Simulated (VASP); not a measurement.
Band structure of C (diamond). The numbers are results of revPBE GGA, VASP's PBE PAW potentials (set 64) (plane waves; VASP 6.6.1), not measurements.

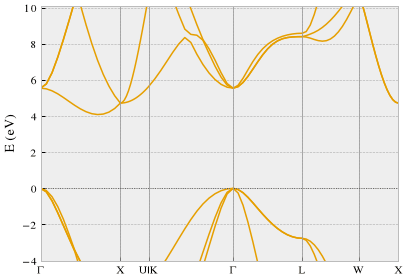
Fig. 1. Bands along high-symmetry lines, zero at the valence-band maximum or, without a gap, the Fermi level

**Question.** Read the plot: is there a gap, and where are the band edges?

**Answer.** The gap is indirect, 4.09 eV, from the valence maximum at Γ to the conduction minimum at Γ-X at 0.71. (Edges off the drawn lines would not show.)

The compound is C in the diamond structure. It was relaxed first.
